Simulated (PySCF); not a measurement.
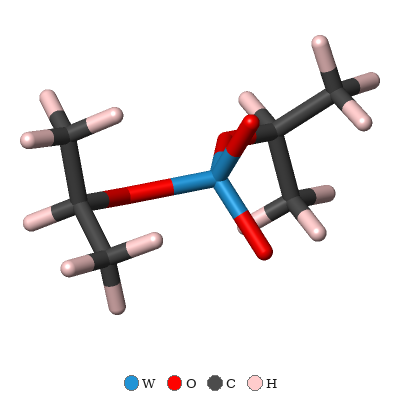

Structure of C₆H₁₄O₄W (WO2(OiPr)2), SMILES CC(C)[O][W](=[O])(=[O])[O]C(C)C, singlet.

Vertical TDDFT excitations, CAM-B3LYP/def2-SVPD, PySCF 2.14.0, at a PBE0-D3(BJ)/def2-SVP geometry (no frequency check), gas phase.

Q: Where does it absorb, and how strongly?

A: The lowest singlet lies at 5.64 eV (220 nm, f = 0.004); the brightest of the first 10 is S7 at 6.54 eV (190 nm), f = 0.022, mainly HOMO−2 → LUMO (52 %) (S6 lies within 0.06 eV, too close to order). No singlet lies below 3.1 eV (beyond 400 nm), so at this level no vertical transition falls in the visible.


| state | E (eV) | λ (nm) | f | main character |
| --- | --- | --- | --- | --- |
| S1 | 5.64 | 220 | 0.004 | HOMO → LUMO+1 (48 %) |
| S2 | 5.81 | 214 | 0.007 | HOMO → LUMO (45 %) |
| S3 | 5.89 | 210 | 0.000 | HOMO−1 → LUMO (93 %) |
| S4 | 6.20 | 200 | 0.003 | HOMO−3 → LUMO (85 %) |
| S5 | 6.40 | 194 | 0.000 | HOMO → LUMO+3 (73 %) |
| S6 | 6.51 | 191 | 0.000 | HOMO−4 → LUMO (41 %) |
| S7 | 6.54 | 190 | 0.022 | HOMO−2 → LUMO (52 %) |
| S8 | 6.72 | 185 | 0.014 | HOMO−5 → LUMO (76 %) |
| S9 | 6.85 | 181 | 0.000 | HOMO−4 → LUMO+1 (69 %) |
| S10 | 6.88 | 180 | 0.001 | HOMO−2 → LUMO+1 (81 %) |

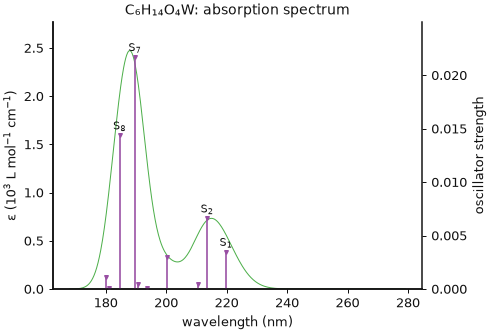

Only the first 10 singlet excitations are included; each is broadened by a Gaussian of 1/e half-width 0.20 eV. Sticks give oscillator strengths (right axis).

Caveats: effective core potentials, which hold scalar relativity, on atoms heavier than Kr; spin-orbit coupling is left out, and with W it can shift these levels and split any degenerate set; one conformer of a flexible molecule; core orbitals are frozen in the response.
